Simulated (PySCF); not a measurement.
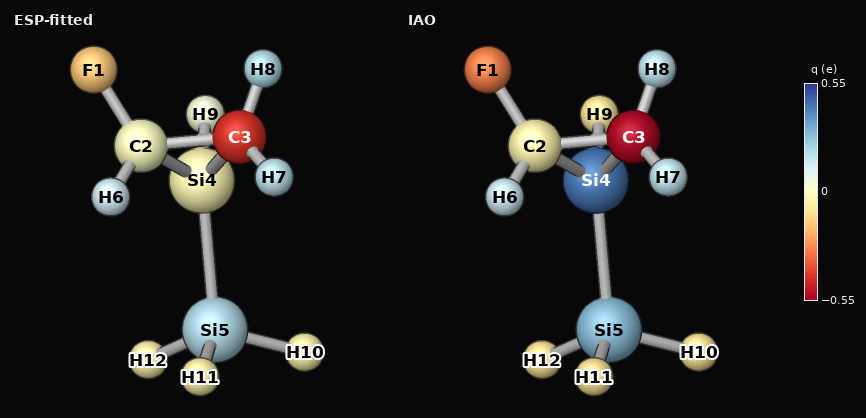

Atomic charges of one calculation by 2 schemes, on one colour scale. The geometry was computed by an optimisation with PBE0-D3(BJ)/def2-SVP. No frequency run is at hand to confirm it as a minimum. Computed with PBE0/6-31G* (PySCF 2.14.0).

### Which scheme gives the most polar picture (largest mean size of the charges)?

The IAO charges are the largest in size here.

### On which atom do the schemes disagree most?

On Si4 (from −0.02 to 0.43 e).

List the charges (e), one line for each set of equivalent atoms.

| atom | ESP-fitted | IAO |
| --- | --- | --- |
| F1 | −0.16 | −0.29 |
| C2 | 0.01 | −0.03 |
| C3 | −0.43 | −0.52 |
| Si4 | −0.02 | 0.43 |
| Si5 | 0.20 | 0.28 |
| H6 | 0.14 | 0.14 |
| H7 | 0.17 | 0.16 |
| H8 | 0.20 | 0.17 |
| H9 | 0.04 | −0.07 |
| H10 | −0.04 | −0.09 |
| H11 | −0.05 | −0.09 |
| H12 | −0.05 | −0.09 |
